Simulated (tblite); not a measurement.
```xyz
20
charge 0, multiplicity 1
C     1.5017   -1.4215    0.5424
C     1.3908   -0.2487   -0.0637
C     2.5196    0.7325   -0.1389
C     0.1117    0.2300   -0.6765
C    -0.8466   -0.8711   -1.0261
C    -2.0540   -0.9241   -0.4897
C    -2.5088    0.1179    0.4887
Ge   -0.9555    1.3443    0.6065
H     2.4257   -1.7393    0.9955
H     0.6778   -2.1129    0.5942
H     2.1910    1.6962    0.2570
H     3.3789    0.3897    0.4311
H     2.8241    0.8845   -1.1746
H     0.3500    0.8004   -1.5805
H    -0.5048   -1.6166   -1.7309
H    -2.7507   -1.7143   -0.7355
H    -2.7595   -0.3454    1.4442
H    -3.4150    0.6063    0.1266
H    -1.2408    2.7563    0.1498
H    -0.3408    1.4463    1.9772
```

Describe the molecule in this file.

It has 20 atoms: 7 carbon, 12 hydrogen and 1 germanium (C₇H₁₂Ge). SMILES: `C=C(C)[C@H]1C=C[CH2][GeH2]1`. Among its groups: alkene. The point group is C1. Coordination, clear cases only: 4 C trigonal planar; 3 C tetrahedral.

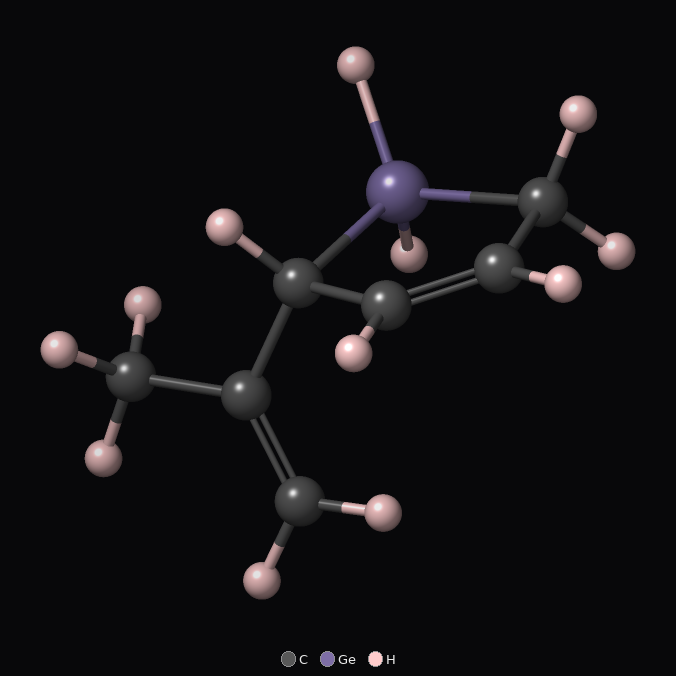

Figure made from data computed with tblite.
